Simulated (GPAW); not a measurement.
# TiO2 (Rutile, P4_2/mnm): the Ti K absorption edge, part 4 of 4

How does the Ti K edge of TiO2 (Rutile, P4_2/mnm) move when the bonds are compressed or stretched?

GPAW 26.7.0; X-ray absorption from dipole matrix elements to empty bands, plane-wave PAW LDA.

So far. Step 8 (Spectrum with FCH, Ti atom 1): The scaled spectrum changes by 7 % r.m.s. The highest intensity below 24 eV goes from 17.6 eV (3.05) to 18.0 eV (3.13). Step 10 (Spectrum with FCH, Ti atom 1): Against the first run the r.m.s. difference is 7 %. The highest intensity below 24 eV goes from 17.6 eV (3.05) to 17.3 eV (2.98).

## (12) Spectrum with FCH, Ti atom 1 (continued)

```csv
E (eV),first run,this run
-2.0,0.00,0.00
-1.0,0.00,0.00
0.0,0.02,0.01
1.0,0.03,0.03
2.0,0.25,0.23
3.0,0.24,0.18
4.0,0.07,0.07
5.0,0.24,0.30
6.0,0.27,0.12
7.0,0.04,0.01
8.0,0.03,0.05
9.0,0.13,0.19
10.0,0.45,0.57
11.0,0.96,1.02
12.0,1.10,1.08
13.0,1.12,1.10
14.0,1.29,1.32
15.0,1.59,1.80
16.0,2.21,2.54
17.0,2.91,2.92
18.0,3.02,2.72
19.0,2.74,2.50
20.0,2.65,2.55
21.0,2.82,2.67
22.0,2.93,2.58
23.0,2.77,2.32
24.0,2.48,2.01
25.0,2.14,1.64
26.0,1.75,1.29
27.0,1.38,1.09
28.0,1.18,1.06
29.0,1.15,1.14
30.0,1.22,1.29
31.0,1.37,1.50
32.0,1.59,1.75
```

Against the first run the r.m.s. difference is 13 %. The highest intensity below 24 eV goes from 17.6 eV (3.05) to 17.0 eV (2.92).

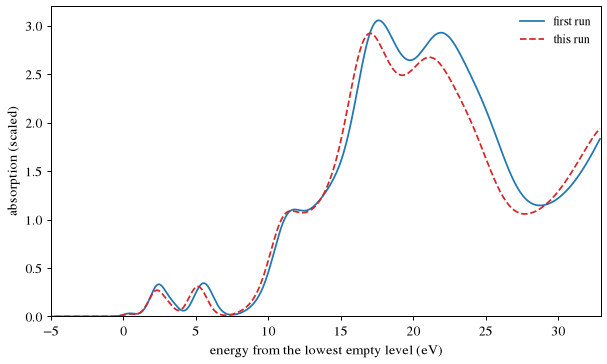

The effect of the change (volume scale from 1 to 1.06).

The photon energy of the zero moves by +0.14 eV.

## (13) The volumes side by side

| volume | nearest distance (Å) | shift of the zero (eV) | maximum 1 (eV above own zero) | maximum 2 (eV above own zero) | maximum 3 (eV above own zero) | maximum 4 (eV above own zero) |
| --- | --- | --- | --- | --- | --- | --- |
| 0.94 | 1.907 | -0.18 | 2.6 | 6.0 | 18.3 | 22.8 |
| 0.97 | 1.927 | -0.09 | 2.5 | 5.8 | 18.0 | 22.3 |
| 1 | 1.947 | +0.00 | 2.5 | 5.6 | 17.6 | 21.9 |
| 1.03 | 1.966 | +0.07 | 2.4 | 5.3 | 17.3 | 21.5 |
| 1.06 | 1.985 | +0.14 | 2.3 | 5.1 | 17.0 | 21.1 |

The curves, each shifted by its zero's change so that they share one photon-energy axis, counted from the zero at V × 1:

| E (eV) | V × 0.94 | V × 0.97 | V × 1 | V × 1.03 | V × 1.06 |
| --- | --- | --- | --- | --- | --- |
| -2.0 | 0.00 | 0.00 | 0.00 | 0.00 | 0.00 |
| -1.0 | 0.00 | 0.00 | 0.00 | 0.00 | 0.00 |
| 0.0 | 0.03 | 0.02 | 0.02 | 0.01 | 0.01 |
| 1.0 | 0.04 | 0.03 | 0.03 | 0.03 | 0.02 |
| 2.0 | 0.33 | 0.28 | 0.25 | 0.22 | 0.19 |
| 3.0 | 0.29 | 0.26 | 0.24 | 0.22 | 0.20 |
| 4.0 | 0.09 | 0.07 | 0.07 | 0.06 | 0.06 |
| 5.0 | 0.18 | 0.21 | 0.24 | 0.26 | 0.28 |
| 6.0 | 0.38 | 0.33 | 0.27 | 0.21 | 0.16 |
| 7.0 | 0.10 | 0.06 | 0.04 | 0.02 | 0.01 |
| 8.0 | 0.03 | 0.03 | 0.03 | 0.03 | 0.04 |
| 9.0 | 0.12 | 0.12 | 0.13 | 0.15 | 0.16 |
| 10.0 | 0.41 | 0.43 | 0.45 | 0.48 | 0.50 |
| 11.0 | 0.93 | 0.95 | 0.96 | 0.97 | 0.98 |
| 12.0 | 1.12 | 1.11 | 1.10 | 1.09 | 1.08 |
| 13.0 | 1.14 | 1.13 | 1.12 | 1.11 | 1.09 |
| 14.0 | 1.35 | 1.32 | 1.29 | 1.28 | 1.27 |
| 15.0 | 1.57 | 1.57 | 1.59 | 1.64 | 1.71 |
| 16.0 | 2.00 | 2.10 | 2.21 | 2.33 | 2.44 |
| 17.0 | 2.77 | 2.86 | 2.91 | 2.93 | 2.91 |
| 18.0 | 3.21 | 3.13 | 3.02 | 2.89 | 2.76 |
| 19.0 | 3.05 | 2.89 | 2.74 | 2.62 | 2.51 |
| 20.0 | 2.83 | 2.73 | 2.65 | 2.59 | 2.53 |
| 21.0 | 2.92 | 2.87 | 2.82 | 2.75 | 2.66 |
| 22.0 | 3.17 | 3.06 | 2.93 | 2.77 | 2.61 |
| 23.0 | 3.20 | 2.99 | 2.77 | 2.56 | 2.36 |
| 24.0 | 2.97 | 2.71 | 2.48 | 2.26 | 2.06 |
| 25.0 | 2.65 | 2.39 | 2.14 | 1.91 | 1.70 |
| 26.0 | 2.30 | 2.01 | 1.75 | 1.52 | 1.33 |
| 27.0 | 1.86 | 1.59 | 1.38 | 1.23 | 1.11 |
| 28.0 | 1.47 | 1.30 | 1.18 | 1.11 | 1.06 |
| 29.0 | 1.28 | 1.20 | 1.15 | 1.12 | 1.12 |
| 30.0 | 1.25 | 1.22 | 1.22 | 1.23 | 1.26 |
| 31.0 | 1.32 | 1.33 | 1.37 | 1.41 | 1.47 |
| 32.0 | 1.47 | 1.52 | 1.59 | 1.66 | 1.71 |

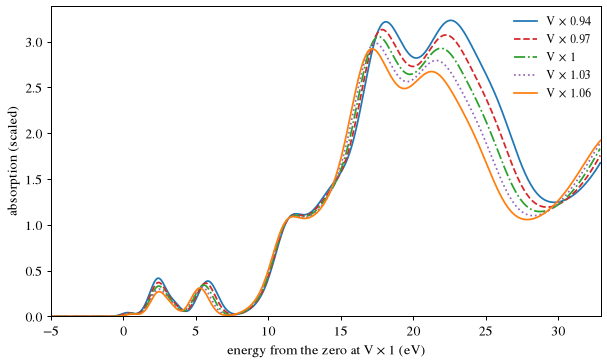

The edge at each volume, on one photon-energy scale.

## (14) Outcome

| Item | Value |
| --- | --- |
| absorber and edge | Ti K, atom 1 of the ground-state input (counted from 1) |
| surroundings | 4 O at 1.95 Å and 2 O at 1.98 Å (octahedral, site symmetry mmm) |
| highest intensity below 24 eV | 17.6 eV above the zero, height 3.05 |
| photon energy of the zero, with the added terms | 4948.3 eV (raw 4971.0 eV; LDA puts this hole about 13 eV below PBE, itself good to a few eV) |

From V × 0.94 to V × 1.06 the nearest distance grows by 0.078 Å and the zero moves by +0.32 eV. Above their own zero, the maxima move from 2.6 to 2.3 eV, from 6.0 to 5.1 eV, from 18.3 to 17.0 eV and from 22.8 to 21.1 eV. The one highest in energy moves most, in the direction that the rule ΔE·R² ≈ constant for scattering resonances gives. The Ti K edge of atom 1, with 4 O at 1.95 Å and 2 O at 1.98 Å (octahedral, site symmetry mmm), has its highest intensity of the first 24 eV at 17.6 eV above the zero, near 4966 eV in photon energy (LDA puts this hole about 13 eV below PBE, itself good to a few eV), 3.1 times the mean level of the first 20 eV (Gaussian full width 0.94 eV up to 4 eV, rising linearly to 3.5 eV at 25 eV). At the Ti K edge of atom 1 polarisation matters most near 11.4 eV, where the curves differ by 0.9 on this scale. The strongest dipole feature below the main edge lies at 5.6 eV (height 0.34); the site has an inversion centre, so it comes from p states mixed with the neighbours' empty states, not from local p–d mixing. Quadrupole 1s→3d transitions, which feed the pre-edge, are not in the dipole spectrum. The holes are only 5.5 Å apart, so the shape is probably not converged with cell size; no larger cell was run here. The mesh is coarse (0.24 Å⁻¹ between points), so small maxima may be mesh ripples. Lifetime broadening is put in by hand, and intensities beyond about 20 eV depend on it and on the partial waves. The structure is a published determination, not relaxed.

[Banner, clock and machine lines of the logs are left out without a mark of their own.]

[Logs are printed without paths, hosts, clocks, repeated set-up lines and the standing remarks that a program may print on its own settings, such as how far it seeks lower states.]

[Hosts, paths, dates, database ids (printed as entryN), source tags and the programs' standing remarks are cut or masked in the printed files.]

[Lists of maxima count a maximum above −3 eV only where it reaches 4 % of the highest in the window and stands out from its surroundings by 2 % of it (1.5 % where it reaches 55 %); shoulders and weaker maxima are passed over, and of the rest the first, up to two pre-edge ones and the few strongest are named.]
